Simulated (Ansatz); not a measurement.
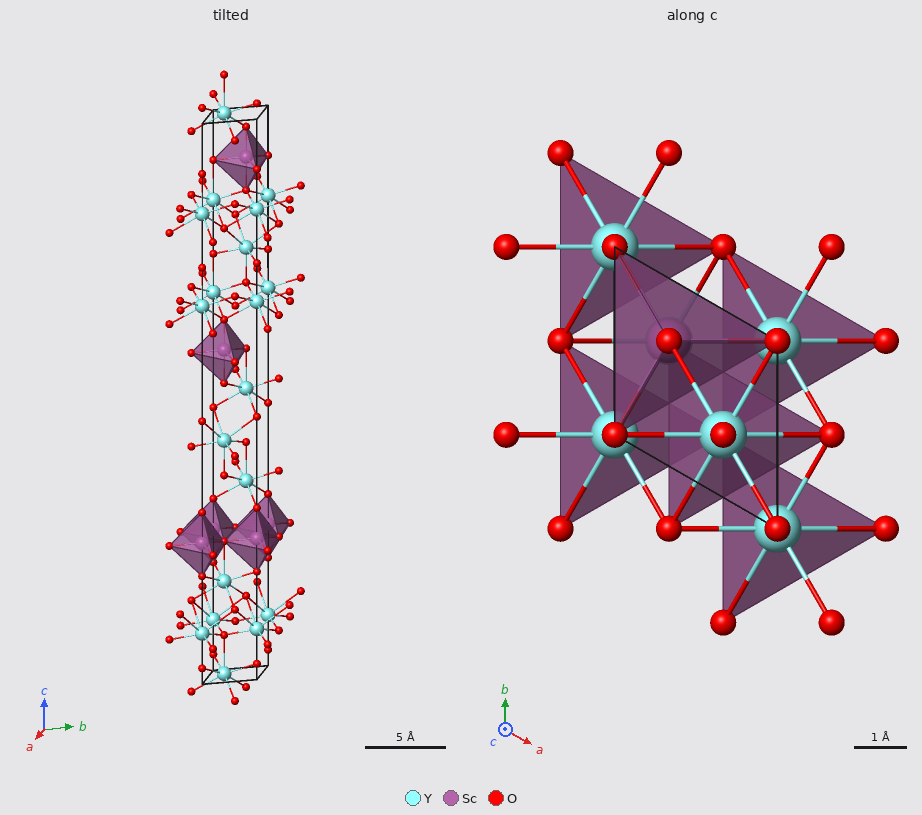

Polyhedral representation of a periodic structure, projected slightly off an axis and along the c axis. The parallelepiped is the conventional unit cell. Some neighbours outside the box are added.

Y$_{3}$ScO$_{6}$, space group R3m (No. 160), a = 3.634 Å, b = 3.634 Å, c = 36.328 Å, α = 90.00°, β = 90.00°, γ = 120.00°. Provenance: a structure type filled with these elements by a generator (whether the compound takes this form wasn't checked). Earlier steps of the study, as a rule a relaxation of our own, may have changed the cell and positions, so they can lie some per cent off the listed ones. It was run through Ansatz as a DFT input.

This one geometry was computed with Ansatz (DFT, plane waves, PAW) at three levels of theory: r2SCAN, PBE and PBEsol.

Question: Which level gives the highest pressure at this volume, and what does that say about its equilibrium volume?

Answer: Highest: PBE (0.0 GPa), which points to the largest equilibrium volume. Lowest, with the smallest volume: PBEsol (-5.1 GPa). Levels within 0.5 GPa of each other can't be told apart.

Question: How does the band gap change with the level of theory?

Answer: PBEsol: a gap of 2.93 eV, indirect; PBE: a gap of 2.98 eV, indirect; r2SCAN: a gap of 3.39 eV, indirect.

Question: Collect the results in a table.

Answer:
| level | cutoff (eV) | k-mesh of the run's cell | gap (eV) | pressure (GPa) |
| --- | --- | --- | --- | --- |
| r2SCAN | 500 | 6×6×6 | 3.39 | -2.4 |
| PBE | 420 | 6×6×6 | 2.98 | 0.0 |
| PBEsol | 420 | 6×6×6 | 2.93 | -5.1 |

Gaps are taken on the k-mesh or band path of each run.
